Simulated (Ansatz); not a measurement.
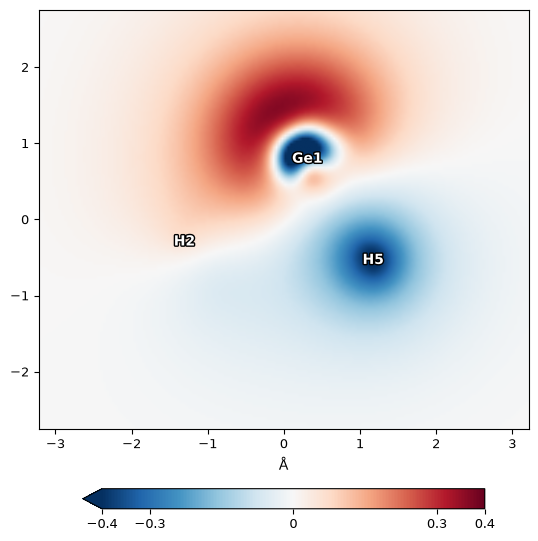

The picture shows: GeH4. The HOMO on the plane of atoms H2, Ge1 and H5 (values in Å⁻³ᐟ²; the overall sign is arbitrary).

The reactant side of a reaction path; geometry: PBE0-D4/def2-TZVP.

The calculation used RKS PBE0-D4/def2-TZVPP (Ansatz).

```yaml
atoms:
  - { symbol: Ge, position_ang: [-0.3731, -0.3366, 0.8348] }
  - { symbol: H, position_ang: [0.5907, -0.9019, -0.7571] }
  - { symbol: H, position_ang: [0.5351, -0.1386, -0.9528] }
  - { symbol: H, position_ang: [-1.3711, 0.4805, -0.0909] }
  - { symbol: H, position_ang: [0.6183, 0.8966, 0.9659] }
```

Question: Describe this orbital and give its energy.

Answer: Its weight (Hirshfeld) is mainly on Ge1 (about 75 %), H4 (about 10 %) and H5 (about 10 %). Its energy is −6.84 eV.
